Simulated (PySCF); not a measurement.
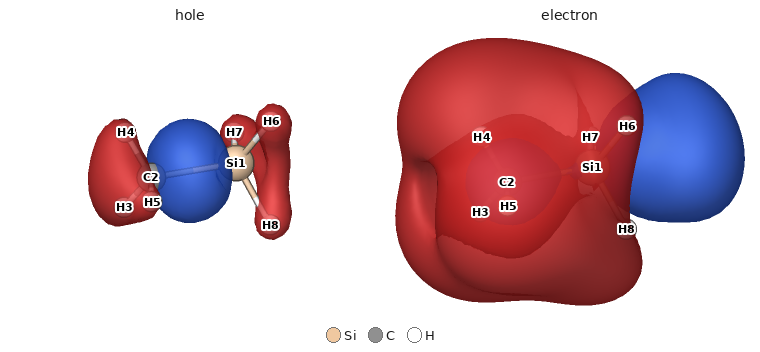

*SiMeH3 (CH$_{6}$Si). Leading natural transition orbital pair of S₁ (TDA singlet states); the surfaces enclose about 70 % of each orbital's density.*

Level of theory: PBE0/def2-TZVP (PySCF), at a geometry from GFN2-xTB. No frequency check shows the geometry to be a minimum. Without diffuse functions Rydberg states are missing, so the states' numbers hold for this basis only.

Input

```python
import numpy as np
from pyscf import gto, scf, dft, tdscf
from pyscf.scf import atom_ks, atom_hf
from scipy.linalg import block_diag

def solve(mol, dm0=None, hcore=None):
    mf = (dft.UKS if mol.spin else dft.RKS)(mol, xc='pbe0')
    mf.grids.level = 3
    mf = mf.density_fit(auxbasis='def2-universal-jkfit')
    mf.conv_tol, mf.max_cycle = 1e-8, 80
    if hcore is not None:
        mf.get_hcore = lambda *args: hcore
    mf.kernel(dm0)
    if not mf.converged:
        mf = mf.newton().run(mf.mo_coeff, mf.mo_occ, max_cycle=30)
    assert mf.converged, 'SCF not converged'
    return mf

mol = gto.M(atom='''
Si     0.64501     0.00000     0.00000
C     -1.25043    -0.00003     0.00000
H     -1.64484     0.28073    -0.97271
H     -1.64482     0.70211     0.72942
H     -1.64487    -0.98267     0.24328
H      1.13564    -0.34675     1.33632
H      1.13569     1.33064    -0.36790
H      1.13562    -0.98395    -0.96846
''', basis='def2-tzvp', charge=0, spin=0, verbose=4)
mf = solve(mol)
td = mf.TDA()
td.nstates, td.singlet, td.conv_tol = 5, True, 1e-5
td.kernel()
td.analyze()
x, y = np.array([p[0] for p in td.xy]), np.array([p[1] + 0 * p[0] for p in td.xy])
f, mu = td.oscillator_strength(), td.transition_dipole()
nto = [td.get_nto(state=i + 1, verbose=4) for i in range(len(td.e))]
# spherically averaged free atoms, for the promolecule
atm = atom_ks.get_atm_nrks(mol, xc='pbe0')
pro = block_diag(*[(atm[a[0]][2] * atm[a[0]][3]) @ atm[a[0]][2].T for a in mol._atom])
np.savez('result.npz', e=td.e, f=f, ok=td.converged, w=[n[0] for n in nto], nto=[n[1] for n in nto], x=x, y=y, c=mf.mo_coeff, occ=mf.mo_occ, eps=mf.mo_energy, pro=pro, mu=mu)
```

Run with:

```sh
OMP_NUM_THREADS=1 python input.py
```

The run took 90 s on 1 thread of Arm Neoverse V1 (shared host), peak memory 0.54 GiB.

Give its energy and the atoms that hole and electron lie on.

8.66 eV (143 nm), f = 0.222 (bright), partly diffuse acceptor orbital, which a basis without diffuse functions describes poorly; the leading pair carries 98 %; hole on C2 (43 %), Si1 (30 %) and H3, H4 and H5 (5 % each), electron on Si1 (36 %), C2 (15 %) and H3, H4 and H5 (10 % each) (atom shares of so diffuse an orbital are rough); their centroids lie 0.3 Å apart; S₂ and S₃ lie within 0.1 eV of it. In canonical orbitals it is mainly HOMO → LUMO (96 %). The HOMO–LUMO gap is 9.80 eV.
